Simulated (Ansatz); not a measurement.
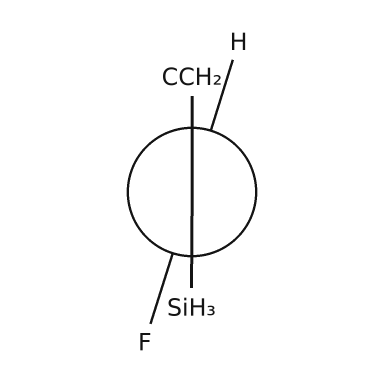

A Newman projection along the C–B bond, carbon in front; angles are drawn as computed, but eclipsed bonds slightly apart. Computed geometry: PBE-D4/def2-SVP optimisation. No frequency run is at hand to confirm it as a minimum.

Which molecule is it?

Answer. C3H6BFSi, C=C=C([SiH3])BF

What is the torsion angle from the front SiH3 to the back F? The sign is positive where the front bond must turn clockwise to cover the back bond.

Answer. 0°, synperiplanar (eclipsed).
